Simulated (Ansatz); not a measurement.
Molecular dynamics of Ga2H2Cl2F2

- system: Ga2H2Cl2F2
- method: RKS PBE-d3bj/6-31G* (Ansatz 0.2.0)

The geometry comes from this level: PBE0-D4/def2-TZVP. Figures and captions count atoms from 1; the log counts them from 0 in places.

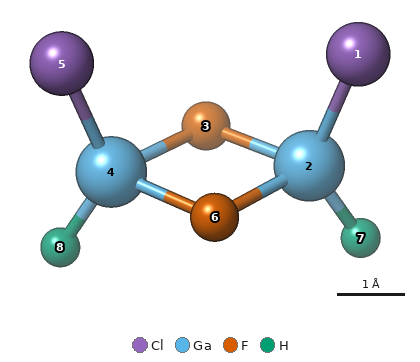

**Figure 1.** The input geometry (ball-and-stick view, seen at a tilt; atoms are numbered from 1 in the order of the input). Sticks mark near contacts.

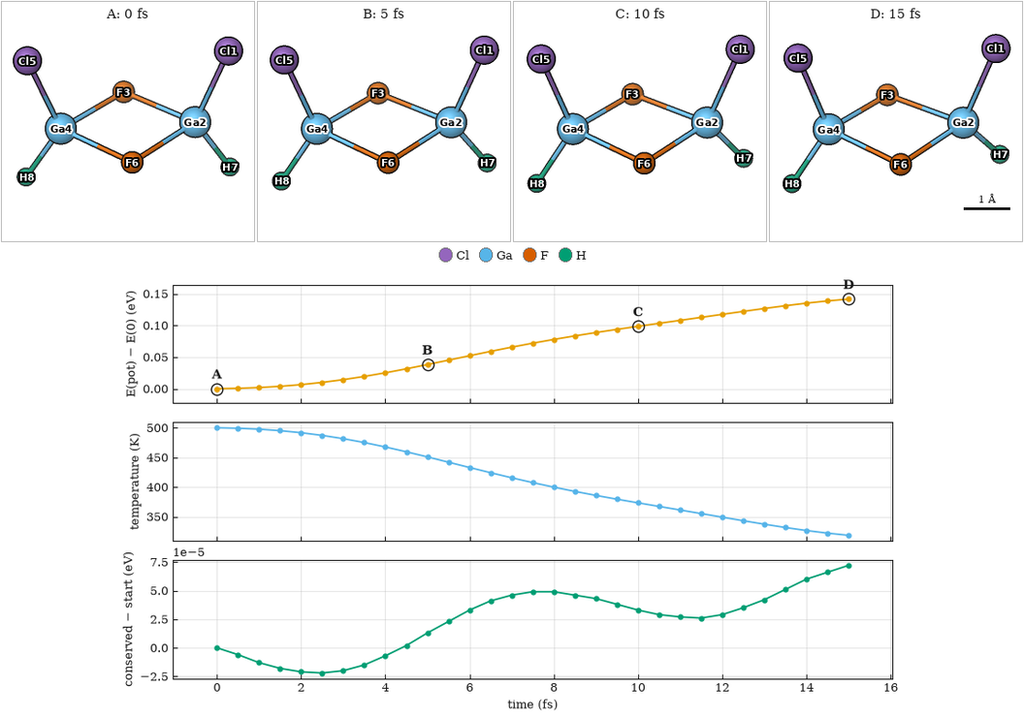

**Figure 2.** Frames of the molecular dynamics (ball-and-stick, seen at a tilt) above the curves, on which the letters mark them. The trajectory kept here has 31 frames over 15 fs. The temperature starts at 500 K, ranges from 318 to 500 K and averages 359 K over the second half. The potential energy ends 0.142 eV above its first value. The conserved quantity stays within 9.4e-05 eV. After an unweighted best fit of the last frame on the first, the root-mean-square displacement is 0.15 Å.

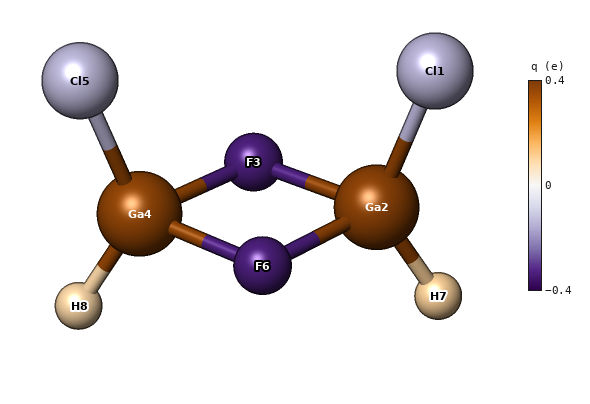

**Figure 3.** Mulliken charges, as the colour of each atom (ball-and-stick view, seen at a tilt; atoms are numbered from 1 in the order of the input). By element: Cl −0.14, Ga +0.37 to +0.38, F −0.33 and H +0.09 to +0.10 e.

The input and output of the run follow.

## Input
```yaml
crystal:
  periodic: [false, false, false]
  atoms:
    - {symbol: Cl, position_ang: [0.088297, 2.320323, 1.714231]}
    - {symbol: Ga, position_ang: [1.093120, 0.852173, 0.559011]}
    - {symbol: F, position_ang: [0.085158, 0.628596, -1.070400]}
    - {symbol: Ga, position_ang: [-0.866283, -1.005180, -0.687578]}
    - {symbol: Cl, position_ang: [-2.845203, -0.460363, -0.152127]}
    - {symbol: F, position_ang: [0.216067, -0.831793, 0.899685]}
    - {symbol: H, position_ang: [2.600560, 0.656843, 0.314093]}
    - {symbol: H, position_ang: [-0.371706, -2.160599, -1.576915]}
basis:
  gaussian: {orbitals: "6-31G*"}
hamiltonian: {xc: {name: PBE}, dispersion: d3bj}
md: {timestep: 0.5 fs, n_steps: 30, ensemble: nvt_nose_hoover, temperature: 500, initial_velocities: maxwell_boltzmann, seed: 536}
```

Command:
```bash
ansatz run in.yaml --threads 4 --pin off --events-out ev --progress --plain --max-ram 10444MiB
```

## Output
```
Functional definition: PBE
  name "PBE"
  cite "Perdew, Burke & Ernzerhof, Phys. Rev. Lett. 77, 3865 (1996) doi:10.1103/PhysRevLett.77.3865"
  parent pbe
  parameter kappa = 0.804
  parameter beta = 0.06672455060314922
  exchange = pbe_x(kappa = kappa, mu = beta*pi^2/3)
  correlation = pbe_c(beta = beta)
1582 factors; their error is unknown
mean field evaluation 1: about -135222.2874 eV, gradient 5.8e1 eV
mean field evaluation 2: about -135209.5454 eV, gradient 1.1e2 eV
mean field evaluation 4: about -135226.8424 eV, gradient 4.2e0 eV
mean field evaluation 8: about -135226.8789 eV, gradient 7.5e-2 eV
mean field evaluation 16: about -135226.8394 eV, gradient 4.4e-5 eV
mean field -135226.83936412 eV, -4969.4946865874 hartree, gradient 4.4e-5 eV, S^2 0.000000; 0 other end points of the search recorded, 0 dependent functions left out
the calculation of the forces begins
reference -135226.83942655 eV, -4969.4946888819 hartree; 58, 58 occupied and 84, 84 virtual orbitals, 1582 factors
md step     0: t =     0.00 fs  T =   500.0 K  F+E_penalty+E_count = -135227.04413876 eV  E_kin = 0.387780 eV  conserved = -135226.65635876 eV  (26 SCF iters)
these checks for a lower state are left out or cut short: starts, cluster_reference, orbital_swaps, neighbouring_geometries, increment
1582 factors; their error is unknown
mean field -135226.83879239 eV, -4969.4946655770 hartree, gradient 1.4e-5 eV, S^2 0.000000; 0 other end points of the search recorded, 0 dependent functions left out
the calculation of the forces begins
reference -135226.83885479 eV, -4969.4946678700 hartree; 58, 58 occupied and 84, 84 virtual orbitals, 1582 factors
md step     1: t =     0.50 fs  T =   499.2 K  F+E_penalty+E_count = -135227.04352967 eV  E_kin = 0.387164 eV  conserved = -135226.65636549 eV  (29 SCF iters)
[... from here on the SCF iterations and repeated set-up lines of each step are left out, up to the last step ...]
md step     2: t =     1.00 fs  T =   497.6 K  F+E_penalty+E_count = -135227.04230890 eV  E_kin = 0.385937 eV  conserved = -135226.65637164 eV  (30 SCF iters)
md step     3: t =     1.50 fs  T =   495.1 K  F+E_penalty+E_count = -135227.04038943 eV  E_kin = 0.384013 eV  conserved = -135226.65637686 eV  (29 SCF iters)
md step     4: t =     2.00 fs  T =   491.7 K  F+E_penalty+E_count = -135227.03769801 eV  E_kin = 0.381318 eV  conserved = -135226.65638024 eV  (30 SCF iters)
md step     5: t =     2.50 fs  T =   487.1 K  F+E_penalty+E_count = -135227.03419123 eV  E_kin = 0.377812 eV  conserved = -135226.65638080 eV  (29 SCF iters)
md step     6: t =     3.00 fs  T =   481.6 K  F+E_penalty+E_count = -135227.02986812 eV  E_kin = 0.373492 eV  conserved = -135226.65637883 eV  (29 SCF iters)
md step     7: t =     3.50 fs  T =   475.0 K  F+E_penalty+E_count = -135227.02477345 eV  E_kin = 0.368404 eV  conserved = -135226.65637376 eV  (29 SCF iters)
md step     8: t =     4.00 fs  T =   467.6 K  F+E_penalty+E_count = -135227.01899876 eV  E_kin = 0.362640 eV  conserved = -135226.65636593 eV  (29 SCF iters)
md step     9: t =     4.50 fs  T =   459.4 K  F+E_penalty+E_count = -135227.01267605 eV  E_kin = 0.356330 eV  conserved = -135226.65635704 eV  (30 SCF iters)
md step    10: t =     5.00 fs  T =   450.8 K  F+E_penalty+E_count = -135227.00596278 eV  E_kin = 0.349632 eV  conserved = -135226.65634641 eV  (30 SCF iters)
md step    11: t =     5.50 fs  T =   441.9 K  F+E_penalty+E_count = -135226.99903246 eV  E_kin = 0.342719 eV  conserved = -135226.65633580 eV  (30 SCF iters)
md step    12: t =     6.00 fs  T =   432.9 K  F+E_penalty+E_count = -135226.99205611 eV  E_kin = 0.335761 eV  conserved = -135226.65632623 eV  (30 SCF iters)
md step    13: t =     6.50 fs  T =   424.1 K  F+E_penalty+E_count = -135226.98518800 eV  E_kin = 0.328911 eV  conserved = -135226.65631846 eV  (30 SCF iters)
md step    14: t =     7.00 fs  T =   415.6 K  F+E_penalty+E_count = -135226.97855325 eV  E_kin = 0.322295 eV  conserved = -135226.65631303 eV  (24 SCF iters)
md step    15: t =     7.50 fs  T =   407.4 K  F+E_penalty+E_count = -135226.97223871 eV  E_kin = 0.315999 eV  conserved = -135226.65631017 eV  (23 SCF iters)
md step    16: t =     8.00 fs  T =   399.8 K  F+E_penalty+E_count = -135226.96628843 eV  E_kin = 0.310067 eV  conserved = -135226.65631000 eV  (24 SCF iters)
md step    17: t =     8.50 fs  T =   392.6 K  F+E_penalty+E_count = -135226.96070367 eV  E_kin = 0.304500 eV  conserved = -135226.65631255 eV  (24 SCF iters)
md step    18: t =     9.00 fs  T =   385.9 K  F+E_penalty+E_count = -135226.95544588 eV  E_kin = 0.299262 eV  conserved = -135226.65631590 eV  (28 SCF iters)
md step    19: t =     9.50 fs  T =   379.5 K  F+E_penalty+E_count = -135226.95045021 eV  E_kin = 0.294289 eV  conserved = -135226.65632062 eV  (23 SCF iters)
md step    20: t =    10.00 fs  T =   373.3 K  F+E_penalty+E_count = -135226.94563384 eV  E_kin = 0.289497 eV  conserved = -135226.65632559 eV  (24 SCF iters)
md step    21: t =    10.50 fs  T =   367.2 K  F+E_penalty+E_count = -135226.94091309 eV  E_kin = 0.284804 eV  conserved = -135226.65633022 eV  (23 SCF iters)
md step    22: t =    11.00 fs  T =   361.2 K  F+E_penalty+E_count = -135226.93621670 eV  E_kin = 0.280142 eV  conserved = -135226.65633247 eV  (23 SCF iters)
md step    23: t =    11.50 fs  T =   355.2 K  F+E_penalty+E_count = -135226.93150356 eV  E_kin = 0.275468 eV  conserved = -135226.65633264 eV  (24 SCF iters)
md step    24: t =    12.00 fs  T =   349.1 K  F+E_penalty+E_count = -135226.92676983 eV  E_kin = 0.270780 eV  conserved = -135226.65632994 eV  (25 SCF iters)
md step    25: t =    12.50 fs  T =   343.1 K  F+E_penalty+E_count = -135226.92205635 eV  E_kin = 0.266118 eV  conserved = -135226.65632449 eV  (24 SCF iters)
md step    26: t =    13.00 fs  T =   337.3 K  F+E_penalty+E_count = -135226.91744691 eV  E_kin = 0.261565 eV  conserved = -135226.65631679 eV  (24 SCF iters)
md step    27: t =    13.50 fs  T =   331.7 K  F+E_penalty+E_count = -135226.91306057 eV  E_kin = 0.257241 eV  conserved = -135226.65630803 eV  (24 SCF iters)
md step    28: t =    14.00 fs  T =   326.6 K  F+E_penalty+E_count = -135226.90903624 eV  E_kin = 0.253282 eV  conserved = -135226.65629892 eV  (24 SCF iters)
md step    29: t =    14.50 fs  T =   322.1 K  F+E_penalty+E_count = -135226.90551678 eV  E_kin = 0.249829 eV  conserved = -135226.65629251 eV  (24 SCF iters)
these checks for a lower state are left out or cut short: starts, cluster_reference, orbital_swaps, neighbouring_geometries, increment
1582 factors; their error is unknown
mean field evaluation 224: about -135226.7357 eV, gradient 2.2e-1 eV
mean field -135226.69923736 eV, -4969.4895370240 hartree, gradient 2.1e-5 eV, S^2 0.000000; 0 other end points of the search recorded, 0 dependent functions left out
the calculation of the forces begins
reference -135226.69930005 eV, -4969.4895393280 hartree; 58, 58 occupied and 84, 84 virtual orbitals, 1582 factors
1582 factors; their error is unknown
mean field -135226.69923736 eV, -4969.4895370240 hartree, gradient 2.1e-5 eV, S^2 0.000000; 1 other end points of the search recorded, 0 dependent functions left out
the calculation of the forces begins
reference -135226.69930005 eV, -4969.4895393280 hartree; 58, 58 occupied and 84, 84 virtual orbitals, 1582 factors
md step    30: t =    15.00 fs  T =   318.5 K  F+E_penalty+E_count = -135226.90262162 eV  E_kin = 0.247003 eV  conserved = -135226.65628704 eV  (28 SCF iters)
Total energy: -135226.90268431 eV, -4969.4970135618 hartree
Atom 0 at     0.019401     2.344104     1.754957 Å, force     0.291513    -0.524164    -0.314045 eV/Å
Atom 1 at     1.097929     0.841668     0.568860 Å, force    -0.489184     1.038353    -0.163712 eV/Å
Atom 2 at     0.082474     0.527989    -1.149410 Å, force     0.374163     0.799362    -0.233255 eV/Å
Atom 3 at    -0.856210    -1.016506    -0.692232 Å, force    -0.938889    -0.587698    -0.166368 eV/Å
Atom 4 at    -2.845010    -0.382618    -0.121728 Å, force     0.114829    -0.040026    -0.045454 eV/Å
Atom 5 at     0.298627    -0.845205     0.824423 Å, force     0.303741    -0.440347     1.106799 eV/Å
Atom 6 at     2.559732     0.939467     0.118450 Å, force     0.335810    -0.123693     0.079346 eV/Å
Atom 7 at    -0.449570    -2.354764    -1.334336 Å, force     0.008017    -0.121787    -0.263312 eV/Å
Dipole moment:     0.592531    -0.342351    -0.231859 e Å
```

## Trajectory as extended XYZ (Å, eV, eV/Å), 12 of the 31 frames kept, from step=0 to step=30
```
8
Properties=species:S:1:pos:R:3:forces:R:3 step=0 time_fs=0.0 energy=-135227.04414 temperature=500.0
Cl    0.0883    2.3203    1.7142   -0.1954   0.3260   0.2546
Ga    1.0931    0.8522    0.5590    0.2862  -0.0326  -0.0429
F     0.0852    0.6286   -1.0704   -0.0100   0.3077  -0.4429
Ga   -0.8663   -1.0052   -0.6876    0.0882  -0.2202  -0.1690
Cl   -2.8452   -0.4604   -0.1521   -0.4348   0.0992   0.1024
F     0.2161   -0.8318    0.8997    0.0476  -0.3330   0.4216
H     2.6006    0.6568    0.3141    0.1891   0.0022  -0.0110
H    -0.3717   -2.1606   -1.5769    0.0292  -0.1494  -0.1127
8
Properties=species:S:1:pos:R:3:forces:R:3 step=3 time_fs=1.5 energy=-135227.04039 temperature=495.1
Cl    0.0814    2.3228    1.7182   -0.1378   0.2246   0.1886
Ga    1.0931    0.8505    0.5603    0.3424   0.1065  -0.0898
F     0.0840    0.6154   -1.0760    0.0394   0.4069  -0.4536
Ga   -0.8649   -1.0053   -0.6875   -0.0210  -0.3649  -0.2581
Cl   -2.8445   -0.4527   -0.1492   -0.3905   0.0884   0.0874
F     0.2232   -0.8308    0.8876    0.1007  -0.3760   0.5817
H     2.6070    0.6893    0.2821    0.0726  -0.0028   0.0336
H    -0.3717   -2.1893   -1.5486   -0.0059  -0.0826  -0.0898
8
Properties=species:S:1:pos:R:3:forces:R:3 step=5 time_fs=2.5 energy=-135227.03419 temperature=487.1
Cl    0.0767    2.3245    1.7210   -0.0991   0.1575   0.1448
Ga    1.0932    0.8494    0.5611    0.3984   0.1985  -0.1266
F     0.0833    0.6068   -1.0801    0.0738   0.4709  -0.4589
Ga   -0.8639   -1.0055   -0.6875   -0.0878  -0.4814  -0.3264
Cl   -2.8442   -0.4476   -0.1472   -0.3587   0.0802   0.0769
F     0.2281   -0.8304    0.8799    0.1358  -0.4025   0.6822
H     2.6123    0.7109    0.2611   -0.0256  -0.0071   0.0687
H    -0.3716   -2.2095   -1.5309   -0.0368  -0.0160  -0.0609
8
Properties=species:S:1:pos:R:3:forces:R:3 step=8 time_fs=4.0 energy=-135227.01900 temperature=467.6
Cl    0.0697    2.3271    1.7252   -0.0415   0.0585   0.0800
Ga    1.0933    0.8478    0.5623    0.4742   0.3376  -0.1828
F     0.0823    0.5945   -1.0866    0.1263   0.5617  -0.4629
Ga   -0.8625   -1.0059   -0.6875   -0.1859  -0.6622  -0.4231
Cl   -2.8438   -0.4399   -0.1442   -0.3079   0.0666   0.0607
F     0.2355   -0.8302    0.8691    0.1858  -0.4382   0.8202
H     2.6195    0.7431    0.2310   -0.1665  -0.0186   0.1228
H    -0.3724   -2.2398   -1.5052   -0.0844   0.0947  -0.0149
8
Properties=species:S:1:pos:R:3:forces:R:3 step=11 time_fs=5.5 energy=-135226.99903 temperature=441.9
Cl    0.0626    2.3298    1.7294    0.0144  -0.0377   0.0165
Ga    1.0937    0.8463    0.5634    0.5046   0.4769  -0.2310
F     0.0814    0.5827   -1.0936    0.1778   0.6440  -0.4609
Ga   -0.8612   -1.0064   -0.6877   -0.2887  -0.8201  -0.4938
Cl   -2.8437   -0.4321   -0.1412   -0.2540   0.0521   0.0444
F     0.2431   -0.8305    0.8591    0.2307  -0.4676   0.9395
H     2.6231    0.7750    0.2035   -0.2625  -0.0374   0.1688
H    -0.3749   -2.2682   -1.4799   -0.1223   0.1898   0.0164
8
Properties=species:S:1:pos:R:3:forces:R:3 step=14 time_fs=7.0 energy=-135226.97855 temperature=415.6
Cl    0.0556    2.3325    1.7336    0.0679  -0.1301  -0.0448
Ga    1.0941    0.8449    0.5645    0.4650   0.6115  -0.2622
F     0.0807    0.5717   -1.1012    0.2261   0.7146  -0.4514
Ga   -0.8599   -1.0073   -0.6880   -0.4006  -0.9276  -0.5250
Cl   -2.8437   -0.4243   -0.1381   -0.1973   0.0371   0.0283
F     0.2509   -0.8313    0.8503    0.2683  -0.4891   1.0368
H     2.6213    0.8060    0.1796   -0.2878  -0.0607   0.1979
H    -0.3801   -2.2925   -1.4543   -0.1415   0.2443   0.0204
8
Properties=species:S:1:pos:R:3:forces:R:3 step=16 time_fs=8.0 energy=-135226.96629 temperature=399.8
Cl    0.0509    2.3342    1.7364    0.1018  -0.1893  -0.0842
Ga    1.0946    0.8441    0.5652    0.3954   0.6954  -0.2707
F     0.0804    0.5649   -1.1065    0.2555   0.7538  -0.4403
Ga   -0.8591   -1.0080   -0.6883   -0.4800  -0.9631  -0.5214
Cl   -2.8438   -0.4191   -0.1361   -0.1585   0.0270   0.0178
F     0.2563   -0.8322    0.8450    0.2887  -0.4982   1.0882
H     2.6166    0.8260    0.1660   -0.2608  -0.0766   0.2050
H    -0.3852   -2.3058   -1.4370   -0.1421   0.2510   0.0056
8
Properties=species:S:1:pos:R:3:forces:R:3 step=19 time_fs=9.5 energy=-135226.95045 temperature=379.5
Cl    0.0440    2.3367    1.7406    0.1497  -0.2737  -0.1406
Ga    1.0953    0.8431    0.5661    0.2310   0.8077  -0.2641
F     0.0802    0.5553   -1.1149    0.2943   0.7987  -0.4157
Ga   -0.8581   -1.0093   -0.6889   -0.6029  -0.9578  -0.4812
Cl   -2.8440   -0.4113   -0.1330   -0.0990   0.0121   0.0026
F     0.2647   -0.8339    0.8382    0.3115  -0.5034   1.1434
H     2.6052    0.8546    0.1493   -0.1595  -0.0978   0.1958
H    -0.3954   -2.3215   -1.4110   -0.1250   0.2143  -0.0402
8
Properties=species:S:1:pos:R:3:forces:R:3 step=22 time_fs=11.0 energy=-135226.93622 temperature=361.2
Cl    0.0371    2.3391    1.7447    0.1937  -0.3519  -0.1934
Ga    1.0960    0.8423    0.5669    0.0147   0.8992  -0.2377
F     0.0803    0.5466   -1.1238    0.3259   0.8251  -0.3806
Ga   -0.8573   -1.0109   -0.6897   -0.7229  -0.8891  -0.4073
Cl   -2.8443   -0.4035   -0.1299   -0.0392  -0.0025  -0.0118
F     0.2735   -0.8363    0.8327    0.3240  -0.4982   1.1709
H     2.5904    0.8810    0.1367   -0.0052  -0.1126   0.1663
H    -0.4082   -2.3325   -1.3860   -0.0910   0.1301  -0.1065
8
Properties=species:S:1:pos:R:3:forces:R:3 step=25 time_fs=12.5 energy=-135226.92206 temperature=343.1
Cl    0.0303    2.3412    1.7487    0.2337  -0.4232  -0.2422
Ga    1.0968    0.8418    0.5677   -0.2144   0.9680  -0.2018
F     0.0808    0.5388   -1.1331    0.3500   0.8318  -0.3346
Ga   -0.8566   -1.0128   -0.6906   -0.8287  -0.7776  -0.3143
Cl   -2.8446   -0.3957   -0.1268    0.0200  -0.0167  -0.0253
F     0.2826   -0.8392    0.8285    0.3258  -0.4833   1.1702
H     2.5755    0.9051    0.1277    0.1626  -0.1200   0.1265
H    -0.4230   -2.3409   -1.3632   -0.0490   0.0211  -0.1785
8
Properties=species:S:1:pos:R:3:forces:R:3 step=27 time_fs=13.5 energy=-135226.91306 temperature=331.7
Cl    0.0259    2.3424    1.7512    0.2581  -0.4663  -0.2723
Ga    1.0973    0.8416    0.5682   -0.3494   1.0019  -0.1803
F     0.0813    0.5342   -1.1395    0.3619   0.8252  -0.2977
Ga   -0.8564   -1.0142   -0.6912   -0.8848  -0.6955  -0.2507
Cl   -2.8448   -0.3904   -0.1248    0.0587  -0.0261  -0.0337
F     0.2889   -0.8414    0.8264    0.3207  -0.4686   1.1539
H     2.5673    0.9197    0.1233    0.2569  -0.1219   0.1018
H    -0.4335   -2.3460   -1.3500   -0.0222  -0.0488  -0.2210
8
Properties=species:S:1:pos:R:3:forces:R:3 step=30 time_fs=15.0 energy=-135226.90262 temperature=318.5
Cl    0.0194    2.3441    1.7550    0.2915  -0.5242  -0.3140
Ga    1.0979    0.8417    0.5689   -0.4892   1.0384  -0.1637
F     0.0825    0.5280   -1.1494    0.3742   0.7994  -0.2333
Ga   -0.8562   -1.0165   -0.6922   -0.9389  -0.5877  -0.1664
Cl   -2.8450   -0.3826   -0.1217    0.1148  -0.0400  -0.0455
F     0.2986   -0.8452    0.8244    0.3037  -0.4403   1.1068
H     2.5597    0.9395    0.1184    0.3358  -0.1237   0.0793
H    -0.4496   -2.3548   -1.3343    0.0080  -0.1218  -0.2633
```

## Key numbers

| quantity | value |
| --- | --- |
| outcome | finished |
| mean temperature over the second half | 359 K |
| trajectory | 30 steps, 15 fs |
| ensemble | nvt_nose_hoover |
| temperature in the input | 500 K |
| time step | 0.5 fs |
| potential energy (last step) | −135226.9027 eV |
| mean-field energy (last step) | −135226.6993 eV |
| dispersion energy (last step) | −0.2034 eV |
| SCF solution under orbital rotations (last step) | stable |
| largest force (length of the vector) (last step) | 1.229 eV/Å |
| dipole moment (last step) | 3.47 D |
| hardware | 4 threads of Intel Xeon @ 2.50GHz, 180 GiB of memory available, shared host |
| wall time | 2 min (CPU time 6.6 min) |
| peak memory | 0.24 GiB |

## Remarks

So short a trajectory is not equilibrated.
